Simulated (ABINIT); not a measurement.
## Cs2InAgCl6 (Fm-3m): G0W0 with ABINIT, start to end

Aim: the G0W0 gap of Cs2InAgCl6 (Fm-3m) on PBEsol, step by step.

Calculated with ABINIT 10.8.3; PBEsol and many-body steps on it, plane waves.

**What was measured.**

- Gap 3.3 eV: optical gap from absorption onset near 380 nm, assigned as direct at Gamma; diffuse reflectance with Kubelka-Munk analysis; powder (“Cs2InAgCl6: A new lead-free halide double perovskite with direct band gap”, 2016, arxiv:1611.05426).

## (1) Starting point

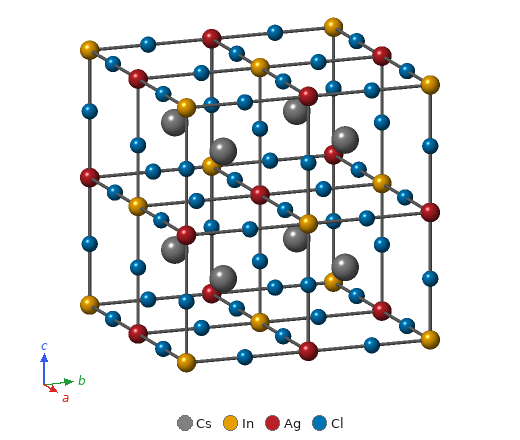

Start, viewed slightly off an axis; caesium grey, indium orange, silver red, chlorine blue. This picture shows the conventional cell, with its axes. Some periodic images of atoms are drawn too.

The cell and positions come from the Crystallography Open Database and are kept as given unless a step says otherwise. Spin-orbit coupling is left out unless a step names it.

## (2) Ground state

This step: ABINIT 10.8.3; DFT, PBEsol, plane waves, norm-conserving pseudopotentials.

The ground-state density comes first.

Contents of run.abi:

```
acell 3*1.0 Angstrom
rprim 
  0.000000000000 5.234500000000 5.234500000000
  5.234500000000 0.000000000000 5.234500000000
  5.234500000000 5.234500000000 0.000000000000
ntypat 4
znucl 55 49 47 17
natom 10
typat 1 1 2 3 4 4 4 4 4 4
xred 
  0.250000000000 0.250000000000 0.250000000000
  0.750000000000 0.750000000000 0.750000000000
  0.000000000000 0.000000000000 0.000000000000
  0.500000000000 0.500000000000 0.500000000000
  0.760210000000 0.239790000000 0.239790000000
  0.239790000000 0.760210000000 0.239790000000
  0.239790000000 0.760210000000 0.760210000000
  0.760210000000 0.239790000000 0.760210000000
  0.239790000000 0.239790000000 0.760210000000
  0.760210000000 0.760210000000 0.239790000000
pp_dirpath "pseudos"
pseudos "Cs.upf, In.upf, Ag.upf, Cl.upf"
ecut 39
ngkpt 4 4 4
nshiftk 1
shiftk 0 0 0
kptopt 1
chksymbreak 0
nband 59
occopt 1
tolvrs 1e-10
nstep 60
prtwf 0
optforces 0
optstress 0
indata_prefix "in"
outdata_prefix "out"
tmpdata_prefix "tmp"
```

Run with:

```sh
$ OMP_NUM_THREADS=1 mpirun -n 8 abinit run.abi > log
```

Numbers of over 12 decimals in the logs are rounded to 6 here.

Output:

```text
.Version 10.8.3 of ABINIT. v10.8.2 released Aug 2026.

 Symmetries : space group Fm -3 m (#225); Bravais cF (face-center cubic)
================================================================================
 Values of the parameters that define the memory need of the present run
     intxc =       0    ionmov =       0      iscf =       7    lmnmax =       8
     lnmax =       8     mgfft =      80  mpssoang =       4    mqgrid =    3212
     natom =      10  nloc_mem =       1    nspden =       1   nspinor =       1
    nsppol =       1      nsym =      48    n1xccc =    2501    ntypat =       4
    occopt =       1   xclevel =       2
-    mband =          59        mffmem =           1         mkmem =           1
       mpw =       22548          nfft =      512000          nkpt =           8
================================================================================
  Rough estimation (10% accuracy) of disk space for files :
================================================================================

--------------------------------------------------------------------------------
------------- Echo of variables that govern the present computation ------------
--------------------------------------------------------------------------------
 -outvars: echo values of preprocessed input variables --------
            acell      1.8897261259E+00  1.8897261259E+00  1.8897261259E+00 Bohr

      chksymbreak           0
             ecut      3.90000000E+01 Hartree
-          fftalg         312

              ixc     -116133
              kpt      0.00000000E+00  0.00000000E+00  0.00000000E+00
                       2.50000000E-01  0.00000000E+00  0.00000000E+00
                       5.00000000E-01  0.00000000E+00  0.00000000E+00
                       2.50000000E-01  2.50000000E-01  0.00000000E+00
                       5.00000000E-01  2.50000000E-01  0.00000000E+00
                      -2.50000000E-01  2.50000000E-01  0.00000000E+00
                       5.00000000E-01  5.00000000E-01  0.00000000E+00
                      -2.50000000E-01  5.00000000E-01  2.50000000E-01
         kptrlatt        4    0    0      0    4    0      0    0    4
          kptrlen      5.59563091E+01
P           mkmem           1
            natom          10
            nband          59
            ngfft          80      80      80
             nkpt           8
            nstep          60
             nsym          48
           ntypat           4
              occ      2.000000  2.000000  2.000000  2.000000  2.000000  2.000000
                       2.000000  2.000000  2.000000  2.000000  2.000000  2.000000
                       2.000000  2.000000  2.000000  2.000000  2.000000  2.000000
                       2.000000  2.000000  2.000000  2.000000  2.000000  2.000000
                       2.000000  2.000000  2.000000  2.000000  2.000000  2.000000
                       2.000000  2.000000  2.000000  2.000000  2.000000  2.000000
                       2.000000  2.000000  2.000000  2.000000  2.000000  2.000000
                       2.000000  2.000000  2.000000  2.000000  2.000000  2.000000
                       2.000000  2.000000  0.000000  0.000000  0.000000  0.000000
                       0.000000  0.000000  0.000000  0.000000  0.000000
        optforces           0
        optstress           0
            prtwf           0
            rprim      0.0000000000E+00  5.2345000000E+00  5.2345000000E+00
                       5.2345000000E+00  0.0000000000E+00  5.2345000000E+00
                       5.2345000000E+00  5.2345000000E+00  0.0000000000E+00
          spgroup         225

           tolvrs      1.00000000E-10

             xred      2.5000000000E-01  2.5000000000E-01  2.5000000000E-01
                       7.5000000000E-01  7.5000000000E-01  7.5000000000E-01
[...]
znucl       55.00000   49.00000   47.00000   17.00000

================================================================================

 chkinp: Checking input parameters for consistency.

================================================================================
== DATASET  1 ==================================================================
-   mpi_nproc: 8, omp_nthreads: 1 (-1 if OMP is not activated)

--- !DatasetInfo
iteration_state: {dtset: 1, }
dimensions: {natom: 10, nkpt: 8, mband: 59, nsppol: 1, nspinor: 1, nspden: 1, mpw: 22548, }
cutoff_energies: {ecut:  39.0, pawecutdg:  -1.0, }
electrons: {nelect:   1.00000000E+02, charge:   0.00000000E+00, occopt:   1.00000000E+00, tsmear:   1.00000000E-02, }

 Real(R)+Recip(G) space primitive vectors, cartesian coordinates (Bohr,Bohr^-1):
 R(1)=  0.0000000  9.8917714  9.8917714  G(1)= -0.0505471  0.0505471  0.0505471
 R(2)=  9.8917714  0.0000000  9.8917714  G(2)=  0.0505471 -0.0505471  0.0505471
 R(3)=  9.8917714  9.8917714  0.0000000  G(3)=  0.0505471  0.0505471 -0.0505471
 Unit cell volume ucvol=  1.9357631E+03 bohr^3
 Angles (23,13,12)=  6.00000000E+01  6.00000000E+01  6.00000000E+01 degrees

 getcut: wavevector=  0.0000  0.0000  0.0000  ngfft=  80  80  80
         ecut(hartree)=     39.000   => boxcut(ratio)=   2.03425

--- Pseudopotential description ------------------------------------------------
- Cs Generated using ONCVPSP code by D. R. Hamann
- 55.00000   9.00000  180301                  znucl, zion, pspdat
[...]
--------------------------------------------------------------------------------

_setup2: Arith. and geom. avg. npw (full set) are   22529.859   22529.850

================================================================================

--- !BeginCycle
iteration_state: {dtset: 1, }
solver: {iscf: 7, nstep: 60, nline: 4, wfoptalg: 0, }
tolerances: {tolvrs: 1.00E-10, }

     iter   Etot(hartree)      deltaE(h)  residm     vres2
 ETOT  1  -495.07594445291    -4.951E+02 1.570E-01 2.723E+04
 ETOT  2  -497.22116685908    -2.145E+00 1.813E-02 2.811E+04
 ETOT  3  -499.28300858444    -2.062E+00 1.547E-02 4.954E+03
 ETOT  4  -499.48047269386    -1.975E-01 1.802E-02 1.765E+03
 ETOT  5  -499.57476009080    -9.429E-02 3.154E-03 2.394E+02
 ETOT  6  -499.58677751445    -1.202E-02 1.096E-02 1.447E+01
 ETOT  7  -499.58765407123    -8.766E-04 1.080E-03 1.078E+00
 ETOT  8  -499.58769362769    -3.956E-05 3.043E-03 9.925E-02
 ETOT  9  -499.58769538822    -1.761E-06 5.271E-04 5.515E-02
 ETOT 10  -499.58769919002    -3.802E-06 4.475E-04 7.403E-04
 ETOT 11  -499.58769927902    -8.901E-08 2.242E-04 3.727E-05
 ETOT 12  -499.58769928135    -2.322E-09 3.662E-04 1.386E-06
 ETOT 13  -499.58769928155    -2.076E-10 1.891E-04 3.952E-08
 ETOT 14  -499.58769928152     3.570E-11 2.720E-04 6.886E-09
 ETOT 15  -499.58769928152    -1.137E-12 1.277E-04 3.055E-10
 ETOT 16  -499.58769928149     2.422E-11 1.651E-04 9.071E-12

 At SCF step   16       vres2   =  9.07E-12 < tolvrs=  1.00E-10 =>converged.

--- !ResultsGS
iteration_state: {dtset: 1, }
comment   : Summary of ground state results
lattice_vectors:
- [  0.0000000,   9.8917714,   9.8917714, ]
- [  9.8917714,   0.0000000,   9.8917714, ]
- [  9.8917714,   9.8917714,   0.0000000, ]
lattice_lengths: [  13.98908,   13.98908,   13.98908, ]
lattice_angles: [ 60.000,  60.000,  60.000, ] # degrees, (23, 13, 12)
lattice_volume:   1.9357631E+03
convergence: {deltae:  2.422E-11, res2:  9.071E-12, residm:  1.651E-04, diffor:  0.000E+00, }
etotal    :  -4.99587699E+02
entropy   :   0.00000000E+00
fermie    :   7.65661736E-02
cartesian_stress_tensor: null
pressure_GPa: null
xred      :
- [  2.5000E-01,   2.5000E-01,   2.5000E-01, Cs]
- [  7.5000E-01,   7.5000E-01,   7.5000E-01, Cs]
- [  0.0000E+00,   0.0000E+00,   0.0000E+00, In]
- [  5.0000E-01,   5.0000E-01,   5.0000E-01, Ag]
- [  7.6021E-01,   2.3979E-01,   2.3979E-01, Cl]
- [  2.3979E-01,   7.6021E-01,   2.3979E-01, Cl]
- [  2.3979E-01,   7.6021E-01,   7.6021E-01, Cl]
- [  7.6021E-01,   2.3979E-01,   7.6021E-01, Cl]
- [  2.3979E-01,   2.3979E-01,   7.6021E-01, Cl]
- [  7.6021E-01,   7.6021E-01,   2.3979E-01, Cl]
cartesian_forces: null
force_length_stats: {min: null, max: null, mean: null, }

 Integrated electronic density in atomic spheres:
 ------------------------------------------------
 Atom  Sphere_radius  Integrated_density
[...]
================================================================================

 ----iterations are completed or convergence reached----

 Mean square residual over all n,k,spin=   62.949E-08; max=  16.514E-05
 reduced coordinates (array xred) for   10 atoms
[...]
0.239790000000      0.760210000000      0.760210000000
       0.760210000000      0.239790000000      0.760210000000
       0.239790000000      0.239790000000      0.760210000000
       0.760210000000      0.760210000000      0.239790000000
 rms dE/dt=  0.0000E+00; max dE/dt=  0.0000E+00; dE/dt below (all hartree)
    1       0.000000000000      0.000000000000      0.000000000000
    2       0.000000000000      0.000000000000      0.000000000000
    3       0.000000000000      0.000000000000      0.000000000000
    4       0.000000000000      0.000000000000      0.000000000000
    5       0.000000000000      0.000000000000      0.000000000000
    6       0.000000000000      0.000000000000      0.000000000000
    7       0.000000000000      0.000000000000      0.000000000000
    8       0.000000000000      0.000000000000      0.000000000000
    9       0.000000000000      0.000000000000      0.000000000000
   10       0.000000000000      0.000000000000      0.000000000000

 cartesian coordinates (angstrom) at end:
[...]
6      5.234500     2.510362     5.234500
    7      7.958638     5.234500     5.234500
    8      5.234500     7.958638     5.234500
    9      5.234500     5.234500     2.510362
   10      5.234500     5.234500     7.958638
 length scales=  1.889726125908  1.889726125908  1.889726125908 bohr
              =  1.000000000000  1.000000000000  1.000000000000 angstroms
 prteigrs : about to open file out_EIG
 Fermi (or HOMO) energy (hartree) =   0.07657   Average Vxc (hartree)=  -0.32995
 Eigenvalues (hartree) for nkpt=   8  k points:
 kpt#   1, nband= 59, wtk=  0.01563, kpt=  0.0000  0.0000  0.0000 (reduced coord)
  -4.12569   -3.20957   -2.60150   -2.60150   -2.60150   -1.86998   -1.86998   -1.86998
  -0.64508   -0.64435   -0.45667   -0.45667   -0.45066   -0.42992   -0.42992   -0.42992
  -0.41997   -0.41997   -0.41997   -0.38798   -0.38798   -0.16780   -0.16780   -0.16780
  -0.16267   -0.16267   -0.16267   -0.14668   -0.05521   -0.05521   -0.05521   -0.03616
  -0.03616   -0.02051   -0.02051   -0.02051    0.01981    0.01981    0.01981    0.02309
   0.02309    0.02309    0.03052    0.03052    0.03052    0.04312    0.04312    0.04312
   0.07657    0.07657    0.11497    0.26333    0.26527    0.26527    0.26527    0.27759
   0.27759    0.32212    0.32305
 prteigrs : prtvol=0 or 1, do not print more k-points.

--- !EnergyTerms
iteration_state     : {dtset: 1, }
comment             : Components of total free energy in Hartree
kinetic             :  1.64836914480673E+02
hartree             :  1.80766013590187E+02
xc                  : -9.13459608062437E+01
Ewald energy        : -2.55792118427369E+02
psp_core            :  8.23653307346386E+00
local_psp           : -5.07159482890249E+02
non_local_psp       :  8.70401698044524E-01
total_energy        : -4.99587699281494E+02
total_energy_eV     : -1.35944738488897E+04
band_energy         : -5.55138124129950E+01

== END DATASET(S) ==============================================================
================================================================================

 -outvars: echo values of variables after computation  --------
           etotal     -4.9958769928E+02
            nband          59
             nkpt           8
          spgroup         225
 [... the other variables as echoed above ...]

 Calculation completed.
```

Wall time 3.5 min (8 MPI ranks of Intel Xeon Platinum 8259CL at 2.50GHz (Skylake/Cascade Lake), shared host); peak memory 1.7 GiB.

Numbers from this step:

```
total energy               : -13594.4738 eV
gap                        : 1.045 eV
k of the valence top       : 0, 0, 0
k of the conduction bottom : 0, 0, 0
least direct gap           : 1.045 eV
```

The gap is direct, at Γ.

## (3) Empty states on the mesh, 2×2×2 mesh, 183 bands

The sums over transitions need many empty states on a uniform mesh; this step solves for them.

run.abi: that of step 2 with these lines changed.

```diff
@@ -23,3 +23,3 @@
 ecut 39
-ngkpt 4 4 4
+ngkpt 2 2 2
 nshiftk 1
@@ -28,9 +28,10 @@
 chksymbreak 0
-nband 59
-occopt 1
-tolvrs 1e-10
+iscf -2
+irdden 1
+istwfk *1
+nband 183
+nbdbuf 16
+tolwfr 1e-09
 nstep 60
-prtwf 0
-optforces 0
-optstress 0
+prtvol 0
 indata_prefix "in"
```

Output:

```text
.Version 10.8.3 of ABINIT. v10.8.2 released Aug 2026.

 Symmetries : space group Fm -3 m (#225); Bravais cF (face-center cubic)
[... echo of the input left out ...]
== DATASET  1 ==================================================================
-   mpi_nproc: 8, omp_nthreads: 1 (-1 if OMP is not activated)
-    --> not optimal distribution: autoparal keyword recommended in input file <--

--- !DatasetInfo
iteration_state: {dtset: 1, }
dimensions: {natom: 10, nkpt: 3, mband: 183, nsppol: 1, nspinor: 1, nspden: 1, mpw: 22556, }
cutoff_energies: {ecut:  39.0, pawecutdg:  -1.0, }
electrons: {nelect:   1.00000000E+02, charge:   0.00000000E+00, occopt:   1.00000000E+00, tsmear:   1.00000000E-02, }

 Real(R)+Recip(G) space primitive vectors, cartesian coordinates (Bohr,Bohr^-1):
 R(1)=  0.0000000  9.8917714  9.8917714  G(1)= -0.0505471  0.0505471  0.0505471
 R(2)=  9.8917714  0.0000000  9.8917714  G(2)=  0.0505471 -0.0505471  0.0505471
 R(3)=  9.8917714  9.8917714  0.0000000  G(3)=  0.0505471  0.0505471 -0.0505471
 Unit cell volume ucvol=  1.9357631E+03 bohr^3
 Angles (23,13,12)=  6.00000000E+01  6.00000000E+01  6.00000000E+01 degrees

 getcut: wavevector=  0.0000  0.0000  0.0000  ngfft=  80  80  80
         ecut(hartree)=     39.000   => boxcut(ratio)=   2.03425

--- Pseudopotential description ------------------------------------------------
- Cs Generated using ONCVPSP code by D. R. Hamann
- 55.00000   9.00000  180301                  znucl, zion, pspdat
12 -116133 3 -1 2384                          pspcod,pspxc,lmax,lloc,mmax
     nproj     2     2     2     2
  pspatm : epsatm=   22.12462466
         --- l  ekb(1:nproj) -->
             0    6.214110    0.767882
             1    6.311966    0.793598
             2    3.769790    0.913105
[...]
pspatm: atomic psp has been read  and splines computed

- In Generated using ONCVPSP code by D. R. Hamann
- 49.00000  21.00000  180301                  znucl, zion, pspdat
12 -116133 2 -1 1940                          pspcod,pspxc,lmax,lloc,mmax
     nproj     2     2     2     0
  pspatm : epsatm=   33.81349078
         --- l  ekb(1:nproj) -->
[...]
pspatm: atomic psp has been read  and splines computed

- Ag Generated using ONCVPSP code by D. R. Hamann
- 47.00000  19.00000  180301                  znucl, zion, pspdat
12 -116133 2 -1 1538                          pspcod,pspxc,lmax,lloc,mmax
     nproj     2     2     2     0
  pspatm : epsatm=   27.64581140
         --- l  ekb(1:nproj) -->
[...]
pspatm: atomic psp has been read  and splines computed

- Cl Generated using ONCVPSP code by D. R. Hamann
- 17.00000   7.00000  180301                  znucl, zion, pspdat
12 -116133 2 -1 1028                          pspcod,pspxc,lmax,lloc,mmax
     nproj     2     2     2     0
  pspatm : epsatm=    8.95520293
         --- l  ekb(1:nproj) -->
[...]
-1.8700E+00 -1.8700E+00 -6.4508E-01 -6.4435E-01 -4.5667E-01 -4.5667E-01
 -4.5066E-01 -4.2992E-01 -4.2992E-01 -4.2992E-01 -4.1997E-01 -4.1997E-01
[...]
1.1137E+00  1.1137E+00  1.1145E+00  1.1145E+00  1.1145E+00  1.1181E+00
  1.1181E+00  1.1181E+00  1.1201E+00  1.1201E+00  1.1516E+00  1.1687E+00
[...]
prteigrs : prtvol=0 or 1, do not print more k-points.

--- !ResultsGS
iteration_state: {dtset: 1, }
comment   : Summary of ground state results
lattice_vectors:
- [  0.0000000,   9.8917714,   9.8917714, ]
- [  9.8917714,   0.0000000,   9.8917714, ]
- [  9.8917714,   9.8917714,   0.0000000, ]
lattice_lengths: [  13.98908,   13.98908,   13.98908, ]
lattice_angles: [ 60.000,  60.000,  60.000, ] # degrees, (23, 13, 12)
lattice_volume:   1.9357631E+03
convergence: {deltae:  0.000E+00, res2:  0.000E+00, residm:  9.950E-10, diffor:  0.000E+00, }
etotal    :  -4.99587699E+02
entropy   :   0.00000000E+00
fermie    :   7.65661736E-02
cartesian_stress_tensor: null
pressure_GPa: null
xred      :
- [  2.5000E-01,   2.5000E-01,   2.5000E-01, Cs]
- [  7.5000E-01,   7.5000E-01,   7.5000E-01, Cs]
- [  0.0000E+00,   0.0000E+00,   0.0000E+00, In]
- [  5.0000E-01,   5.0000E-01,   5.0000E-01, Ag]
- [  7.6021E-01,   2.3979E-01,   2.3979E-01, Cl]
- [  2.3979E-01,   7.6021E-01,   2.3979E-01, Cl]
- [  2.3979E-01,   7.6021E-01,   7.6021E-01, Cl]
- [  7.6021E-01,   2.3979E-01,   7.6021E-01, Cl]
- [  2.3979E-01,   2.3979E-01,   7.6021E-01, Cl]
- [  7.6021E-01,   7.6021E-01,   2.3979E-01, Cl]
cartesian_forces: null
force_length_stats: {min: null, max: null, mean: null, }

 Integrated electronic density in atomic spheres:
 ------------------------------------------------
 Atom  Sphere_radius  Integrated_density
[...]
================================================================================

 ----iterations are completed or convergence reached----

 Mean square residual over all n,k,spin=   54.535E-11; max=  99.503E-11
 reduced coordinates (array xred) for   10 atoms
[...]
0.239790000000      0.239790000000      0.760210000000
       0.760210000000      0.760210000000      0.239790000000

 cartesian coordinates (angstrom) at end:
    1      2.617250     2.617250     2.617250
    2      7.851750     7.851750     7.851750
    3      0.000000     0.000000     0.000000
[...]
9      5.234500     5.234500     2.510362
   10      5.234500     5.234500     7.958638
 length scales=  1.889726125908  1.889726125908  1.889726125908 bohr
              =  1.000000000000  1.000000000000  1.000000000000 angstroms
 prteigrs : about to open file out_EIG
 Eigenvalues (hartree) for nkpt=   3  k points:
 kpt#   1, nband=183, wtk=  0.12500, kpt=  0.0000  0.0000  0.0000 (reduced coord)
[...]
1.03025    1.04825    1.04825    1.04825    1.10796    1.10796    1.10796    1.11369
   1.11369    1.11369    1.11451    1.11451    1.11451    1.11807    1.11807    1.11807
   1.12006    1.12006    1.15162    1.16871    1.16899    1.16950    1.17092
 prteigrs : prtvol=0 or 1, do not print more k-points.

== END DATASET(S) ==============================================================
================================================================================

 -outvars: echo values of variables after computation  --------
            nband         183
             nkpt           3
          spgroup         225
 [... the other variables as echoed above ...]

 Calculation completed.
```

It took 7.5 min on 8 MPI ranks; peak memory 1.2 GiB.

Numbers from this step:

```
gap                                                           : 1.045 eV
k of the valence top                                          : 0, 0, 0
k of the conduction bottom                                    : 0, 0, 0
least direct gap                                              : 1.045 eV
k points computed                                             : 3
lowest point of the top converged band, above the valence top : 26.14 eV
```

On this mesh the gap is 1.045 eV.

[end of part 1 of 2]

[Paths, hosts, dates, memory and timing lines, banners, echoed tables and standing remarks are left out of the program output.]

[Logs are printed without paths, hosts, clocks, repeated set-up lines and the standing remarks that a program may print on its own settings, such as how far it seeks lower states.]

[Runs of the session that timed out or met a known fault of the program may be left out.]

[Hosts, paths, dates, database ids (printed as entryN), source tags and the programs' standing remarks are cut or masked in the printed files.]

[G0W0 gaps are taken among the corrected bands and points alone; a level outside them can change the order at an edge.]

[Where Ansatz stands beside ABINIT at settings called matched, ABINIT's density can come from a denser mesh and the files from another edition; pairs whose starting gaps differed by over 0.03 eV were left out, so agreement reads better than it is.]
